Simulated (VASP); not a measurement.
Band structure of In (space group I4/mmm). Level of theory: PBE GGA, VASP's PBE PAW potentials (set 64) (plane waves; VASP).

Unless said otherwise, spin-orbit coupling is left out, though it shifts the bands of the heavy elements here.

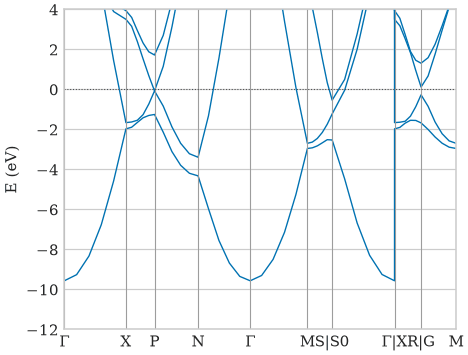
Bands along high-symmetry lines, zero at the valence-band maximum or, without a gap, the Fermi level

### Question
Read the plot: is there a gap, and where are the band edges?

### Answer
It has no gap at this level: it comes out as a metal or semimetal.

The structure is a typed In crystal (I4/mmm). The cell was not relaxed at this level.
